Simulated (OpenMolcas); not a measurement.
**F2H2Si (SMILES F[SiH2]F): a chain of runs**

We compute the energy (HF/ANO-S-MB), then a single-point energy (CASSCF(4,4)/ANO-S-VDZP), then a single-point energy (CASPT2(4,4)/ANO-S-VDZP) of F2H2Si. 

The calculation is run with OpenMolcas 26.06.

## 1. The molecule

F2H2Si has 5 atoms, charge 0, and is taken as a singlet. As SMILES, `F[SiH2]F`. The coordinates come from a PBE0-D4/def2-TZVP relaxation.

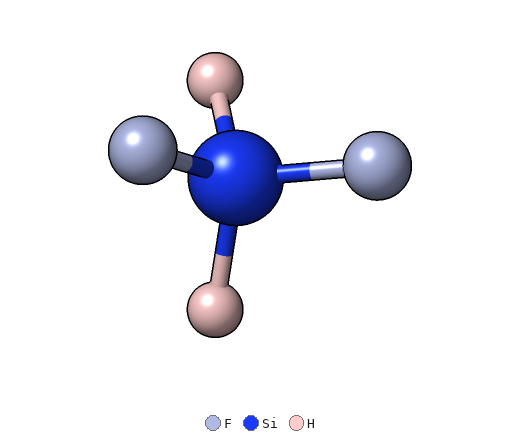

The structure, seen from a chosen angle (fluorine light blue, silicon blue, hydrogen pink).

## 2. The energy at HF/ANO-S-MB (run 1)

struct.xyz

```xyz
5

F     -1.079010     0.538200     0.980720
Si    -0.005220    -0.000540    -0.054090
F      1.247630    -0.520590     0.766910
H     -0.590470    -1.138740    -0.786300
H      0.427070     1.121680    -0.907250
```

step1.input

```
>>> EXPORT MOLCAS_PRINT=2
&gateway
coord = struct.xyz
basis = ANO-S-MB
group = NoSym
&seward
&scf
prorbitals = 0
```

On the command line:

```console
$ export MOLCAS_MEM=1860
$ pymolcas step1.input > step1.log
```

Log:

```text
--- Start Module: gateway ---

                                              &GATEWAY

                       available to each process: 1.9 GB of memory, 1 thread

++    Symmetry information:
      ---------------------

                    Character Table for C1

                             E
                    a        1  x, y, xy, Rz, z, xz, Ry, yz, Rx, I
--

++    Basis set information:
      ----------------------

      Basis set label: F.ANO-S...2S1P.

[... 146 lines left out ...]
      Nuclear repulsion energy =  118.74193067
[... 41 lines left out ...]
                                   SCF        iterations: Energy and convergence statistics
[... 16 lines left out ...]
 *                                             SCF/KS-DFT Program, Final results                                             *
[... 68 lines left out ...]
      Dipole Moment (debye):
[... 11 lines left out ...]
--- Stop Module: scf /rc=_RC_ALL_IS_WELL_ ---

.##################.
.# Happy landing! #.
.##################.

    Timing: Wall=1.52 User=1.17 System=0.34
```

Run time: 1.8 s. Hardware: 1 thread of Arm Neoverse V1, shared host; peak memory 0.37 GiB.

## 3. The energy at CASSCF(4,4)/ANO-S-VDZP (run 2)

struct.xyz is that of step 2.

step2.input

```
>>> EXPORT MOLCAS_PRINT=2

&gateway
  coord=struct.xyz
  basis=ANO-S-MB
  group=NoSym

&seward

&rasscf
  fileorb=$CurrDir/step1.ScfOrb
  spin=1
  nactel=4 0 0
  inactive=15
  ras2=4
  orblisting=Nothing
>>> COPY $Project.RunFile RUNFIL1
>>> COPY $Project.RasOrb INPORB

&gateway
  coord=struct.xyz
  basis=ANO-S-VDZP
  group=NoSym

&seward
>>> COPY $Project.RunFile RUNFIL2

&expbas

&rasscf
  fileorb=$Project.ExpOrb
  spin=1
  nactel=4 0 0
  inactive=15
  ras2=4
  orblisting=Nothing
  orbappear=Compact
```

On the command line:

```console
$ export MOLCAS_MEM=1860
$ pymolcas step2.input > step2.log
```

Log:

```text
--- Start Module: gateway ---

                                              &GATEWAY

                       available to each process: 1.9 GB of memory, 1 thread

++    Symmetry information:
      ---------------------

                    Character Table for C1

                             E
                    a        1  x, y, xy, Rz, z, xz, Ry, yz, Rx, I
--

++    Basis set information:
      ----------------------

      Basis set label: F.ANO-S...2S1P.

[... 233 lines left out ...]
      Note: transformation to natural orbitals
[... 22 lines left out ...]
      RASSCF energy for state  1                   -488.84638263
[... 298 lines left out ...]
      Nuclear repulsion energy =  118.74193067
[... 97 lines left out ...]
      Natural orbitals and occupation numbers for root  1
[... 53 lines left out ...]
      Dipole Moment (debye):
[... 51 lines left out ...]
--

      Average orbitals are written to the RASORB file
      Natural orbitals for root   1 are written to the RASORB.1 file
      Spin density orbitals for root   1 are written to the SPDORB.1 file

--- Stop Module: rasscf /rc=_RC_ALL_IS_WELL_ ---
--- Module rasscf spent 1 second ---

.##################.
.# Happy landing! #.
.##################.

    Timing: Wall=6.00 User=4.89 System=1.09
```

It took 6.3 s on 1 thread of Arm Neoverse V1, shared host; peak memory 0.39 GiB.

## 4. The energy at CASPT2(4,4)/ANO-S-VDZP (ipea shift 0.25 Eh, pt2 variant SS) (run 3)

struct.xyz is that of step 3.

step3.inp

```
&GATEWAY
COORD
struct.xyz
BASIS
ANO-S-VDZP
GROUP
NoSym
&SEWARD
&RASSCF
FILEORB
$CurrDir/step2.RasOrb
SPIN
1
NACTEL
4 0 0
INACTIVE
15
RAS2
4
ORBLISTING
Nothing
ORBAPPEAR
Compact
&CASPT2
IMAGINARY
0.2
```

On the command line:

```console
$ export MOLCAS_MEM=1860
$ pymolcas step3.inp > step3.log
```

Log:

```text
--- Start Module: gateway ---

                                              &GATEWAY

                       available to each process: 1.9 GB of memory, 1 thread

++    Symmetry information:
      ---------------------

                    Character Table for C1

                             E
                    a        1  x, y, xy, Rz, z, xz, Ry, yz, Rx, I
--

++    Basis set information:
      ----------------------

      Basis set label: F.ANO-S...3S2P1D.

[... 229 lines left out ...]
      Convergence after  4 iterations
[... 18 lines left out ...]
      Natural orbitals and occupation numbers for root  1
[... 23 lines left out ...]
::    RASSCF root number  1 Total energy:   -489.16333261
[... 134 lines left out ...]
      Imaginary shift                            0.20
[... 52 lines left out ...]
      Reference weight:           0.89274
[... 13 lines left out ...]
   (Skipping property calculation,
    use PROP keyword to activate)
--

  Total CASPT2 energies:
::    CASPT2 Root  1     Total energy:   -489.64238711

  A NEW JOBIPH FILE NAMED 'JOBMIX' IS PREPARED.
********************************************************************************
--- Stop Module: caspt2 /rc=_RC_ALL_IS_WELL_ ---

.##################.
.# Happy landing! #.
.##################.

    Timing: Wall=3.29 User=2.75 System=0.54
```

Run time: 3.6 s. Hardware: 1 thread of Arm Neoverse V1, shared host; peak memory 0.39 GiB.

## 5. Outcome

```
                                                     quantity          value
                             run 1, HF/ANO-S-MB: total energy  -488.82029 Eh
                            run 1, HF/ANO-S-MB: dipole moment         1.91 D
                              run 1, HF/ANO-S-MB: HOMO energy      -14.37 eV
                              run 1, HF/ANO-S-MB: LUMO energy        5.20 eV
                            run 1, HF/ANO-S-MB: HOMO–LUMO gap       19.56 eV
                  run 2, CASSCF(4,4)/ANO-S-VDZP: total energy  -489.16333 Eh
run 2, CASSCF(4,4)/ANO-S-VDZP: dipole moment (CASSCF density)         2.11 D
                  run 3, CASPT2(4,4)/ANO-S-VDZP: total energy  -489.64239 Eh
run 3, CASPT2(4,4)/ANO-S-VDZP: dipole moment (CASSCF density)         2.11 D
```
